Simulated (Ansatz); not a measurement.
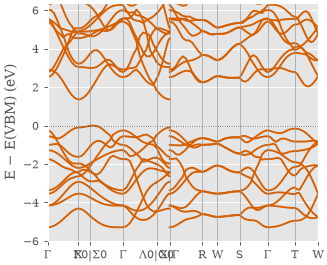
Figure. Band structure from LDA (plane waves, PAW; program Ansatz)

Question: Read off the gap and where the band edges lie.

Answer: About 1.4 eV (1.36 eV by a search for the band edges); maximum on the Σ0–Γ line, 10 % of the way from Σ0, minimum at X.

The material is SiSe2 in space group Ibam (No. 72; Se on 8j, Si on 4a).

Symmetry was held in the LDA relaxation. A crystal of weakly bound chains computed without a dispersion correction: the cell and the soft elastic constants depend strongly on that. Scalar-relativistic: spin–orbit coupling is off unless named, which matters more the heavier the elements.

Potentials: the later of the program's two PAW sets.
